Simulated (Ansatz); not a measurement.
# CuNH (doublet): PBE, BLYP, r2SCAN, B97M-V, PBE0, B3LYP, wB97M-V over vertical spin and charge gaps, def2-QZVPP, part 2 of 2

Ansatz 0.2.0, Gaussian basis; def2-QZVPP, all electrons in the functionals. Earlier steps stand in the parts before.

**18. PBE0, charge 0, doublet**

The input, in.yaml:

```yaml
crystal:
  periodic: [false, false, false]
  atoms:
    - {symbol: Cu, position_ang: [0.000000, 0.015641, 0.350073]}
    - {symbol: N, position_ang: [0.000000, -0.131422, -1.458118]}
    - {symbol: H, position_ang: [0.000000, 0.840171, -1.807978]}
basis:
  gaussian: {orbitals: "def2-QZVPP.json"}
magnetization: {spin_polarized: true, initial_magnetization: 1}
hamiltonian: {xc: {name: PBE0}}
output: {orbitals: {seedname: orbitals}}
```

The run is started by

```sh
$ ansatz run in.yaml --threads 2 --pin off --events-out ev --progress --plain --max-ram 24576MiB --backend cuda --devices 0, --max-vram 18GiB
```

The log of the run, shortened:

```text
Functional definition: PBE0
  name "PBE0"
  cite "Adamo & Barone, J. Chem. Phys. 110, 6158 (1999) doi:10.1063/1.478522"
  cite "Perdew, Burke & Ernzerhof, Phys. Rev. Lett. 77, 3865 (1996) doi:10.1103/PhysRevLett.77.3865"
  parent pbe
[...]
887 factors; their error is unknown
[...]
mean field -46138.17915638 eV, -1695.5468104160 hartree, gradient 4.6e-5 eV, S^2 0.767854; 2 other end points of the search recorded, 0 dependent functions left out
reference -46138.17918929 eV, -1695.5468116252 hartree; 19, 18 occupied and 168, 169 virtual orbitals, 887 factors
Total energy: -46138.17918929 eV, -1695.5468116252 hartree
```

It took 12 s on 1 × H100 (card shared with other runs) with 2 threads of AMD EPYC 7R13, shared host; peak host memory 0.8 GiB.

From the report: ⟨S²⟩ of the determinant 0.768 (pure doublet: 0.75).

**19. PBE0, charge 0, quartet**

Edit in.yaml of step 18 so:

```diff
@@ -8,3 +8,3 @@
   gaussian: {orbitals: "def2-QZVPP.json"}
-magnetization: {spin_polarized: true, initial_magnetization: 1}
+magnetization: {spin_polarized: true, initial_magnetization: 3}
 hamiltonian: {xc: {name: PBE0}}
```

Launched as before.

The log of the run, shortened:

```text
Functional definition: PBE0
  name "PBE0"
  cite "Adamo & Barone, J. Chem. Phys. 110, 6158 (1999) doi:10.1063/1.478522"
  cite "Perdew, Burke & Ernzerhof, Phys. Rev. Lett. 77, 3865 (1996) doi:10.1103/PhysRevLett.77.3865"
  parent pbe
[...]
887 factors; their error is unknown
[...]
mean field -46136.46980683 eV, -1695.4839929785 hartree, gradient 4.0e-5 eV, S^2 3.760974; 5 other end points of the search recorded, 0 dependent functions left out
reference -46136.46984190 eV, -1695.4839942674 hartree; 20, 17 occupied and 167, 170 virtual orbitals, 887 factors
Total energy: -46136.46984190 eV, -1695.4839942674 hartree
```

Run time: 11 s. Hardware: 1 × H100 (card shared with other runs) with 2 threads of AMD EPYC 7R13, shared host; peak host memory 0.81 GiB.

From the report: ⟨S²⟩ of the determinant 3.761 (pure quartet: 3.75).

From charge 0, doublet: +1.709 eV.

**20. PBE0, charge 1, singlet**

Edit in.yaml of step 19 so:

```diff
@@ -8,3 +8,4 @@
   gaussian: {orbitals: "def2-QZVPP.json"}
-magnetization: {spin_polarized: true, initial_magnetization: 3}
+total_charge: 1
+magnetization: {spin_polarized: true, initial_magnetization: 0}
 hamiltonian: {xc: {name: PBE0}}
```

The command is unchanged.

The log of the run, shortened:

```text
Functional definition: PBE0
  name "PBE0"
  cite "Adamo & Barone, J. Chem. Phys. 110, 6158 (1999) doi:10.1063/1.478522"
  cite "Perdew, Burke & Ernzerhof, Phys. Rev. Lett. 77, 3865 (1996) doi:10.1103/PhysRevLett.77.3865"
  parent pbe
[...]
887 factors; their error is unknown
[...]
mean field -46129.21579921 eV, -1695.2174131155 hartree, gradient 5.6e-6 eV, S^2 0.949445; 11 other end points of the search recorded, 0 dependent functions left out
reference -46129.21582559 eV, -1695.2174140849 hartree; 18, 18 occupied and 169, 169 virtual orbitals, 887 factors
Total energy: -46129.21582559 eV, -1695.2174140849 hartree
```

Run time: 25 s. Hardware: 1 × H100 (card shared with other runs) with 2 threads of AMD EPYC 7R13, shared host; peak host memory 0.84 GiB.

From the report: ⟨S²⟩ of the determinant 0.949 (pure singlet: 0.00). The determinant of PBE0 (⟨S²⟩ 0.95) is far from a pure spin state, so its energy mixes those of several spin states; that is harmless only where they are near-degenerate.

From charge 0, doublet: +8.963 eV.

**21. PBE0, charge 1, triplet**

Edit in.yaml of step 20 so:

```diff
@@ -9,3 +9,3 @@
 total_charge: 1
-magnetization: {spin_polarized: true, initial_magnetization: 0}
+magnetization: {spin_polarized: true, initial_magnetization: 2}
 hamiltonian: {xc: {name: PBE0}}
```

Launched as before.

The log of the run, shortened:

```text
Functional definition: PBE0
  name "PBE0"
  cite "Adamo & Barone, J. Chem. Phys. 110, 6158 (1999) doi:10.1063/1.478522"
  cite "Perdew, Burke & Ernzerhof, Phys. Rev. Lett. 77, 3865 (1996) doi:10.1103/PhysRevLett.77.3865"
  parent pbe
[...]
887 factors; their error is unknown
[...]
mean field -46129.64350975 eV, -1695.2331311881 hartree, gradient 1.4e-5 eV, S^2 2.015420; 0 other end points of the search recorded, 0 dependent functions left out
reference -46129.64353639 eV, -1695.2331321670 hartree; 19, 17 occupied and 168, 170 virtual orbitals, 887 factors
Total energy: -46129.64353639 eV, -1695.2331321670 hartree
```

Run time: 9.5 s. Hardware: 1 × H100 (card shared with other runs) with 2 threads of AMD EPYC 7R13, shared host; peak host memory 0.81 GiB.

From the report: ⟨S²⟩ of the determinant 2.015 (pure triplet: 2.00).

From charge 0, doublet: +8.536 eV.

**22. B3LYP, charge 0, doublet**

Edit in.yaml of step 21 so:

```diff
@@ -8,5 +8,3 @@
   gaussian: {orbitals: "def2-QZVPP.json"}
-total_charge: 1
-magnetization: {spin_polarized: true, initial_magnetization: 2}
-hamiltonian: {xc: {name: PBE0}}
-output: {orbitals: {seedname: orbitals}}
+magnetization: {spin_polarized: true, initial_magnetization: 1}
+hamiltonian: {xc: {name: B3LYP}}
```

The command is unchanged.

The log of the run, shortened:

```text
Functional definition: B3LYP
  name "B3LYP"
  cite "Stephens, Devlin, Chabalowski & Frisch, J. Phys. Chem. 98, 11623 (1994) doi:10.1021/j100096a001"
  cite "Becke, Phys. Rev. A 38, 3098 (1988) doi:10.1103/PhysRevA.38.3098"
  cite "Lee, Yang & Parr, Phys. Rev. B 37, 785 (1988) doi:10.1103/PhysRevB.37.785"
  cite "Vosko, Wilk & Nusair, Can. J. Phys. 58, 1200 (1980) doi:10.1139/p80-159"
[...]
865 factors; their error is unknown
[...]
mean field -46148.14324076 eV, -1695.9129837629 hartree, gradient 1.5e-5 eV, S^2 0.766318; 4 other end points of the search recorded, 0 dependent functions left out
reference -46148.14344810 eV, -1695.9129913824 hartree; 19, 18 occupied and 168, 169 virtual orbitals, 865 factors
Total energy: -46148.14344810 eV, -1695.9129913824 hartree
```

Run time: 15 s. Hardware: 1 × H100 (card shared with other runs) with 2 threads of AMD EPYC 7R13, shared host; peak host memory 0.8 GiB.

From the report: ⟨S²⟩ of the determinant 0.766 (pure doublet: 0.75).

**23. B3LYP, charge 0, quartet**

Edit in.yaml of step 22 so:

```diff
@@ -8,3 +8,3 @@
   gaussian: {orbitals: "def2-QZVPP.json"}
-magnetization: {spin_polarized: true, initial_magnetization: 1}
+magnetization: {spin_polarized: true, initial_magnetization: 3}
 hamiltonian: {xc: {name: B3LYP}}
```

Launched as before.

The log of the run, shortened:

```text
Functional definition: B3LYP
  name "B3LYP"
  cite "Stephens, Devlin, Chabalowski & Frisch, J. Phys. Chem. 98, 11623 (1994) doi:10.1021/j100096a001"
  cite "Becke, Phys. Rev. A 38, 3098 (1988) doi:10.1103/PhysRevA.38.3098"
  cite "Lee, Yang & Parr, Phys. Rev. B 37, 785 (1988) doi:10.1103/PhysRevB.37.785"
  cite "Vosko, Wilk & Nusair, Can. J. Phys. 58, 1200 (1980) doi:10.1139/p80-159"
[...]
865 factors; their error is unknown
[...]
mean field -46146.33981057 eV, -1695.8467089259 hartree, gradient 4.7e-5 eV, S^2 3.760067; 5 other end points of the search recorded, 0 dependent functions left out
reference -46146.34001239 eV, -1695.8467163428 hartree; 20, 17 occupied and 167, 170 virtual orbitals, 865 factors
Total energy: -46146.34001239 eV, -1695.8467163428 hartree
```

Run time: 9 s. Hardware: 1 × H100 (card shared with other runs) with 2 threads of AMD EPYC 7R13, shared host; peak host memory 0.81 GiB.

From the report: ⟨S²⟩ of the determinant 3.760 (pure quartet: 3.75).

From charge 0, doublet: +1.803 eV.

**24. B3LYP, charge 1, singlet**

Edit in.yaml of step 23 so:

```diff
@@ -8,3 +8,4 @@
   gaussian: {orbitals: "def2-QZVPP.json"}
-magnetization: {spin_polarized: true, initial_magnetization: 3}
+total_charge: 1
+magnetization: {spin_polarized: true, initial_magnetization: 0}
 hamiltonian: {xc: {name: B3LYP}}
```

Launched as before.

The log of the run, shortened:

```text
Functional definition: B3LYP
  name "B3LYP"
  cite "Stephens, Devlin, Chabalowski & Frisch, J. Phys. Chem. 98, 11623 (1994) doi:10.1021/j100096a001"
  cite "Becke, Phys. Rev. A 38, 3098 (1988) doi:10.1103/PhysRevA.38.3098"
  cite "Lee, Yang & Parr, Phys. Rev. B 37, 785 (1988) doi:10.1103/PhysRevB.37.785"
  cite "Vosko, Wilk & Nusair, Can. J. Phys. 58, 1200 (1980) doi:10.1139/p80-159"
[...]
865 factors; their error is unknown
[...]
mean field -46138.98112087 eV, -1695.5762820674 hartree, gradient 4.0e-6 eV, S^2 0.926471; 10 other end points of the search recorded, 0 dependent functions left out
reference -46138.98131304 eV, -1695.5762891293 hartree; 18, 18 occupied and 169, 169 virtual orbitals, 865 factors
Total energy: -46138.98131304 eV, -1695.5762891293 hartree
```

Run time: 13 s. Hardware: 1 × H100 (card shared with other runs) with 2 threads of AMD EPYC 7R13, shared host; peak host memory 0.83 GiB.

From the report: ⟨S²⟩ of the determinant 0.926 (pure singlet: 0.00). The determinant of B3LYP (⟨S²⟩ 0.93) is far from a pure spin state, so its energy mixes those of several spin states; that is harmless only where they are near-degenerate.

From charge 0, doublet: +9.162 eV.

**25. B3LYP, charge 1, triplet**

Edit in.yaml of step 24 so:

```diff
@@ -9,3 +9,3 @@
 total_charge: 1
-magnetization: {spin_polarized: true, initial_magnetization: 0}
+magnetization: {spin_polarized: true, initial_magnetization: 2}
 hamiltonian: {xc: {name: B3LYP}}
```

Launched as before.

The log of the run, shortened:

```text
Functional definition: B3LYP
  name "B3LYP"
  cite "Stephens, Devlin, Chabalowski & Frisch, J. Phys. Chem. 98, 11623 (1994) doi:10.1021/j100096a001"
  cite "Becke, Phys. Rev. A 38, 3098 (1988) doi:10.1103/PhysRevA.38.3098"
  cite "Lee, Yang & Parr, Phys. Rev. B 37, 785 (1988) doi:10.1103/PhysRevB.37.785"
  cite "Vosko, Wilk & Nusair, Can. J. Phys. 58, 1200 (1980) doi:10.1139/p80-159"
[...]
865 factors; their error is unknown
[...]
mean field -46139.34702173 eV, -1695.5897286760 hartree, gradient 2.8e-5 eV, S^2 2.013802; 0 other end points of the search recorded, 0 dependent functions left out
reference -46139.34721355 eV, -1695.5897357252 hartree; 19, 17 occupied and 168, 170 virtual orbitals, 865 factors
Total energy: -46139.34721355 eV, -1695.5897357252 hartree
```

Wall time 10 s (1 × H100 (card shared with other runs) with 2 threads of AMD EPYC 7R13, shared host); peak host memory 0.81 GiB.

From the report: ⟨S²⟩ of the determinant 2.014 (pure triplet: 2.00).

From charge 0, doublet: +8.796 eV.

**26. wB97M-V, charge 0, doublet**

Edit in.yaml of step 25 so:

```diff
@@ -8,4 +8,4 @@
   gaussian: {orbitals: "def2-QZVPP.json"}
-total_charge: 1
-magnetization: {spin_polarized: true, initial_magnetization: 2}
-hamiltonian: {xc: {name: B3LYP}}
+magnetization: {spin_polarized: true, initial_magnetization: 1}
+hamiltonian: {xc: {name: wB97M-V}}
+output: {orbitals: {seedname: orbitals}}
```

Launched as before.

The log of the run, shortened:

```text
Functional definition: wB97M-V
  name "wB97M-V"
  cite "Mardirossian & Head-Gordon, J. Chem. Phys. 144, 214110 (2016) doi:10.1063/1.4952647"
  cite "Becke, J. Chem. Phys. 107, 8554 (1997) doi:10.1063/1.475007"
  cite "Vydrov & Van Voorhis, J. Chem. Phys. 133, 244103 (2010) doi:10.1063/1.3521275"
  # Of w^i u^j: cxij and so on, Table III.
[...]
  gx(w, u) = 1 - cx + cx01*u + cx10*w
[...]
      + integral(e_c_pw_mod_opposite_spin*gos(b97_w_opposite, b97_u_opposite)) + vv10(b, c)
817 factors; their error is unknown
152 factors; integrals over basis functions are off by at most 1.1e-4 eV
[...]
mean field -46143.46796787 eV, -1695.7411706534 hartree, gradient 5.4e-5 eV, S^2 0.765335; 1 other end points of the search recorded, 0 dependent functions left out
reference -46143.46801979 eV, -1695.7411725613 hartree; 19, 18 occupied and 168, 169 virtual orbitals, 817 factors
Total energy: -46143.46801979 eV, -1695.7411725613 hartree
```

Run time: 14 s. Hardware: 1 × H100 (card shared with other runs) with 2 threads of AMD EPYC 7R13, shared host; peak host memory 0.91 GiB.

From the report: ⟨S²⟩ of the determinant 0.765 (pure doublet: 0.75).

**27. wB97M-V, charge 0, quartet**

Edit in.yaml of step 26 so:

```diff
@@ -8,3 +8,3 @@
   gaussian: {orbitals: "def2-QZVPP.json"}
-magnetization: {spin_polarized: true, initial_magnetization: 1}
+magnetization: {spin_polarized: true, initial_magnetization: 3}
 hamiltonian: {xc: {name: wB97M-V}}
```

The command is unchanged.

The log of the run, shortened:

```text
Functional definition: wB97M-V
  name "wB97M-V"
  cite "Mardirossian & Head-Gordon, J. Chem. Phys. 144, 214110 (2016) doi:10.1063/1.4952647"
  cite "Becke, J. Chem. Phys. 107, 8554 (1997) doi:10.1063/1.475007"
  cite "Vydrov & Van Voorhis, J. Chem. Phys. 133, 244103 (2010) doi:10.1063/1.3521275"
  # Of w^i u^j: cxij and so on, Table III.
[...]
  gx(w, u) = 1 - cx + cx01*u + cx10*w
[...]
      + integral(e_c_pw_mod_opposite_spin*gos(b97_w_opposite, b97_u_opposite)) + vv10(b, c)
817 factors; their error is unknown
152 factors; integrals over basis functions are off by at most 1.1e-4 eV
[...]
mean field -46141.57583905 eV, -1695.6716362015 hartree, gradient 2.6e-5 eV, S^2 3.762329; 5 other end points of the search recorded, 0 dependent functions left out
reference -46141.57588408 eV, -1695.6716378566 hartree; 20, 17 occupied and 167, 170 virtual orbitals, 817 factors
Total energy: -46141.57588408 eV, -1695.6716378566 hartree
```

Run time: 15 s. Hardware: 1 × H100 (card shared with other runs) with 2 threads of AMD EPYC 7R13, shared host; peak host memory 0.92 GiB.

From the report: ⟨S²⟩ of the determinant 3.762 (pure quartet: 3.75).

From charge 0, doublet: +1.892 eV.

**28. wB97M-V, charge 1, singlet**

Edit in.yaml of step 27 so:

```diff
@@ -8,3 +8,4 @@
   gaussian: {orbitals: "def2-QZVPP.json"}
-magnetization: {spin_polarized: true, initial_magnetization: 3}
+total_charge: 1
+magnetization: {spin_polarized: true, initial_magnetization: 0}
 hamiltonian: {xc: {name: wB97M-V}}
```

Same command.

The log of the run, shortened:

```text
Functional definition: wB97M-V
  name "wB97M-V"
  cite "Mardirossian & Head-Gordon, J. Chem. Phys. 144, 214110 (2016) doi:10.1063/1.4952647"
  cite "Becke, J. Chem. Phys. 107, 8554 (1997) doi:10.1063/1.475007"
  cite "Vydrov & Van Voorhis, J. Chem. Phys. 133, 244103 (2010) doi:10.1063/1.3521275"
  # Of w^i u^j: cxij and so on, Table III.
[...]
  gx(w, u) = 1 - cx + cx01*u + cx10*w
[...]
      + integral(e_c_pw_mod_opposite_spin*gos(b97_w_opposite, b97_u_opposite)) + vv10(b, c)
817 factors; their error is unknown
152 factors; integrals over basis functions are off by at most 1.1e-4 eV
[...]
mean field -46134.44628759 eV, -1695.4096300179 hartree, gradient 4.3e-6 eV, S^2 0.889620; 12 other end points of the search recorded, 0 dependent functions left out
reference -46134.44632921 eV, -1695.4096315476 hartree; 18, 18 occupied and 169, 169 virtual orbitals, 817 factors
Total energy: -46134.44632921 eV, -1695.4096315476 hartree
```

It took 19 s on 1 × H100 (card shared with other runs) with 2 threads of AMD EPYC 7R13, shared host; peak host memory 0.93 GiB.

From the report: ⟨S²⟩ of the determinant 0.890 (pure singlet: 0.00). The determinant of wB97M-V (⟨S²⟩ 0.89) is far from a pure spin state, so its energy mixes those of several spin states; that is harmless only where they are near-degenerate.

From charge 0, doublet: +9.022 eV.

**29. wB97M-V, charge 1, triplet**

Edit in.yaml of step 28 so:

```diff
@@ -9,3 +9,3 @@
 total_charge: 1
-magnetization: {spin_polarized: true, initial_magnetization: 0}
+magnetization: {spin_polarized: true, initial_magnetization: 2}
 hamiltonian: {xc: {name: wB97M-V}}
```

Same command.

The log of the run, shortened:

```text
Functional definition: wB97M-V
  name "wB97M-V"
  cite "Mardirossian & Head-Gordon, J. Chem. Phys. 144, 214110 (2016) doi:10.1063/1.4952647"
  cite "Becke, J. Chem. Phys. 107, 8554 (1997) doi:10.1063/1.475007"
  cite "Vydrov & Van Voorhis, J. Chem. Phys. 133, 244103 (2010) doi:10.1063/1.3521275"
  # Of w^i u^j: cxij and so on, Table III.
[...]
  gx(w, u) = 1 - cx + cx01*u + cx10*w
[...]
      + integral(e_c_pw_mod_opposite_spin*gos(b97_w_opposite, b97_u_opposite)) + vv10(b, c)
817 factors; their error is unknown
152 factors; integrals over basis functions are off by at most 1.1e-4 eV
[...]
mean field -46134.97923861 eV, -1695.4292156067 hartree, gradient 6.7e-5 eV, S^2 2.015161; 0 other end points of the search recorded, 0 dependent functions left out
reference -46134.97927968 eV, -1695.4292171160 hartree; 19, 17 occupied and 168, 170 virtual orbitals, 817 factors
Total energy: -46134.97927968 eV, -1695.4292171160 hartree
```

It took 14 s on 1 × H100 (card shared with other runs) with 2 threads of AMD EPYC 7R13, shared host; peak host memory 0.9 GiB.

From the report: ⟨S²⟩ of the determinant 2.015 (pure triplet: 2.00).

From charge 0, doublet: +8.489 eV.

**30. The comparison**

No level is safe as a reference over these points; UCCSD(T) serves as a yardstick only. It and the other wave-function rows come from earlier runs at the same points. Energies in eV, counted from charge 0, doublet; blanks weren't run or aren't comparable.

```
   level  doublet to quartet  ionisation to the singlet cation  ionisation to the triplet cation
UCCSD(T)               1.872                                                               8.515
     PBE               1.791                             9.195                             8.897
    BLYP               1.855                             9.172                             8.920
  r2SCAN               1.535                             8.995                             8.671
  B97M-V               1.765                             9.161                             8.785
    PBE0               1.709                             8.963                             8.536
   B3LYP               1.803                             9.162                             8.796
 wB97M-V               1.892                             9.022                             8.489
     RHF               0.023                             8.469                             6.489
     UHF                                                 7.258                             6.463
    UMP2               2.360                                                               8.721
```

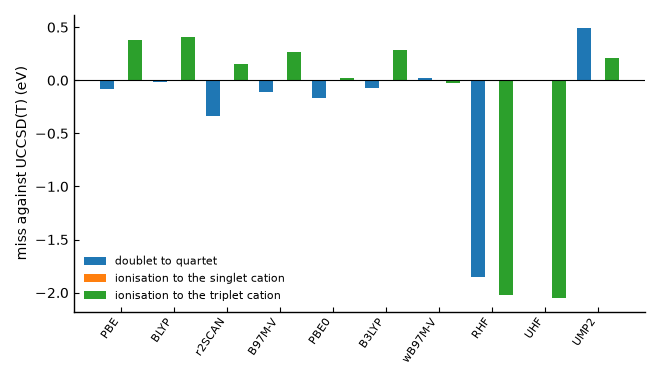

Misses of the gaps against UCCSD(T).

Largest miss and mean time a point (UCCSD(T) took 46 s a point; shared hosts):

```
  level  largest miss (eV)                             where  time a point
    PBE             +0.382  ionisation to the triplet cation          17 s
   BLYP             +0.405  ionisation to the triplet cation          17 s
 r2SCAN             -0.337                doublet to quartet          16 s
 B97M-V             +0.270  ionisation to the triplet cation          19 s
   PBE0             -0.162                doublet to quartet          14 s
  B3LYP             +0.281  ionisation to the triplet cation          12 s
wB97M-V             -0.026  ionisation to the triplet cation          15 s
    RHF             -2.026  ionisation to the triplet cation              
    UHF             -2.052  ionisation to the triplet cation              
   UMP2             +0.488                doublet to quartet
```

**31. Results**

The summary covers parts 1 to 2.

```
                                  quantity                                         value
              doublet to quartet, UCCSD(T)                                      1.872 eV
ionisation to the triplet cation, UCCSD(T)                                      8.515 eV
                         largest miss, PBE  +0.382 eV (ionisation to the triplet cation)
                        largest miss, BLYP  +0.405 eV (ionisation to the triplet cation)
                      largest miss, r2SCAN                -0.337 eV (doublet to quartet)
                      largest miss, B97M-V  +0.270 eV (ionisation to the triplet cation)
                        largest miss, PBE0                -0.162 eV (doublet to quartet)
                       largest miss, B3LYP  +0.281 eV (ionisation to the triplet cation)
                     largest miss, wB97M-V  -0.026 eV (ionisation to the triplet cation)
```

Misses are known at 2 of 3 points at best, and only functionals with that many are ranked. Of the functionals, wB97M-V keep the smallest largest miss at the points compared (at most 0.026 eV) and BLYP strays most (0.405 eV, at ionisation to the triplet cation). PBE, BLYP, r2SCAN, B97M-V, PBE0, B3LYP, wB97M-V clearly break the spin symmetry at some points (⟨S²⟩ up to 0.95 above the pure value), so energy there is bought with a mixed spin. Functionals and the yardstick converge differently with the basis, so part of each miss in def2-QZVPP is the basis. The yardstick itself may be off where one determinant is a poor start.
